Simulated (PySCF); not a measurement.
**LaF (triplet): density, localisation and related maps**

```yaml
atoms:
  - { symbol: La, position_ang: [0.0000, 0.0000, -0.2480] }
  - { symbol: F, position_ang: [0.0000, 0.0000, 1.8130] }
```

Method: PBE0/x2c-TZVPall, spin-free X2C-1e, Gaussian nucleus, at a bond length of 2.061 Å in PySCF 2.14.0.

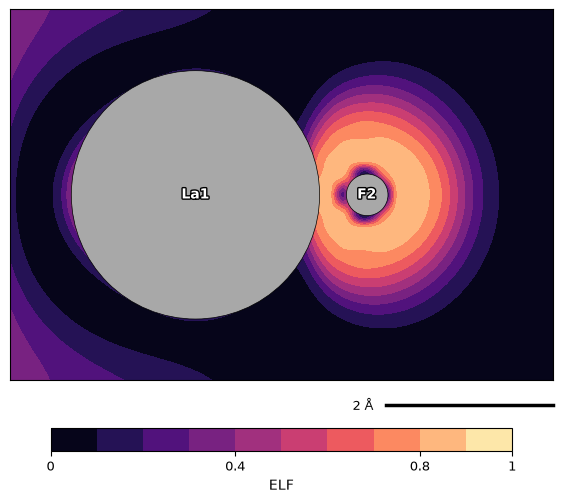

Figure 1. ELF on a plane that holds the molecular axis. Grey discs cover the atomic cores.

### Describe what can be read from this map.

The section cuts through La and F sites.
La–F (2.06 Å): the ELF peaks at about 0.85 in the valence shell of F, 0.6 Å from its nucleus, and drops to about 0.30 between the two atoms: a largely ionic contact.

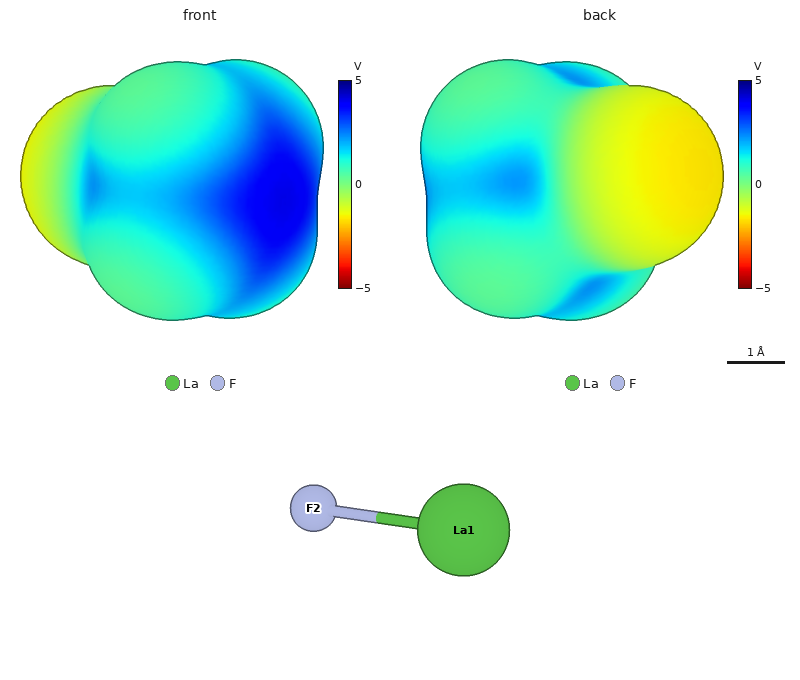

Figure 2. The molecular electrostatic potential painted on the density surface at 0.002 e/bohr³, seen from the front and from behind; red is negative and blue positive. The bare structure is drawn below in the same view.

### Where is the surface potential most negative and most positive?

The most negative region (about −1.6 V, or −37 kcal/mol for a unit charge) lies over F2, the most positive (about +4.0 V, or +92 kcal/mol for a unit charge) over La1.
